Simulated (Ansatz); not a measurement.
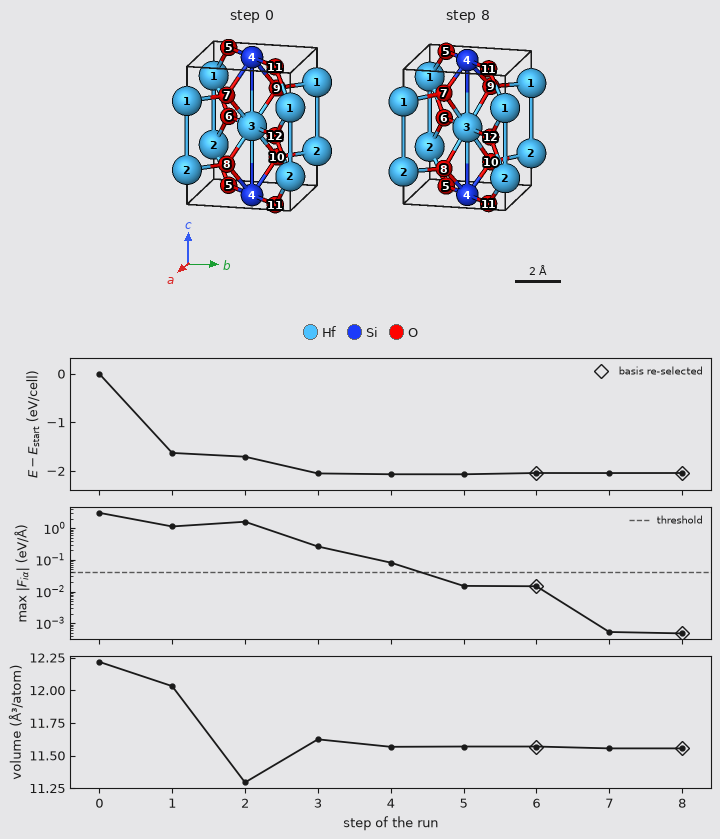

First and last geometry of a relaxation of crystalline Hf₃SiO₈ (a generated structure, set up in Cmmm) (coarse preliminary run), with the history of the run. The picture is a ball-and-stick view of the cell of the calculation, seen slightly off an axis.

Computed with DFT PBE, scalar-relativistic, plane waves, PAW (Ansatz). Set-up: plane-wave cutoff 420 eV; k-point mesh 4 × 4 × 4; occupations gaussian; smearing width 0.1 eV; no spin polarisation; cell and atoms relaxed; force threshold 0.04 eV/Å; at most 70 steps.

Question: What do the curves and the structures tell?

Answer: It converged. After 6 accepted moves (8 points after the start) the energy has fallen by 2.041 eV per cell of the calculation. Largest force component: 3.1 eV/Å at the start, 0.00047 eV/Å at the end. Pressure: −3.45 GPa at the start and −0.01 GPa at the end. The SCF was repeated twice at an unchanged geometry on a basis and grid sized afresh for the cell, which shifted the energy by 26.4 meV per cell of the calculation at most. The largest moves relative to the cell, 0.20 Å, are those of O7, O8, O9 and O10. O9 goes along [1 −1 3]. Largest moves by element: O 0.20 Å, Hf 0.07 Å. Si stays in place. The drawn cell changes as follows: a = b 4.793 → 4.715 Å (−1.6 %), c 6.383 → 6.238 Å (−2.3 %), γ 90.0° → 89.9°; the volume changes by −5.4 %. Some distances before and after: Si4–O10 2.072 → 1.839 Å, Hf1–Hf2 3.192 → 2.988 Å, Si4–O11 2.068 → 1.876 Å, Hf3–Si4 3.192 → 3.119 Å. Among the angles between lasting bonds that change: Hf1–O5–Hf2 100.7° → 91.2°, Hf2–O10–Hf3 129.6° → 121.7°, Hf2–O10–Si4 129.6° → 135.0°. The space group stays Cmmm (No. 65).

```tsv
step	E − E(0), meV/atom	largest force component, eV/Å	pressure, GPa	volume, Å³/atom	note
0	0.00	3.0672	-3.45	12.218	
1	-135.68	1.1371	-6.58	12.032	
2	-142.17	1.6039	5.43	11.295	
3	-170.84	0.2648	-0.88	11.625	
4	-172.26	0.0819	0.01	11.568	
5	-172.31	0.0151	0.03	11.570	
6	-170.11	0.0147	-0.32	11.570	same geometry, new basis
7	-170.20	0.0005	0.00	11.556	
8	-170.11	0.0005	-0.01	11.556	same geometry, new basis
```
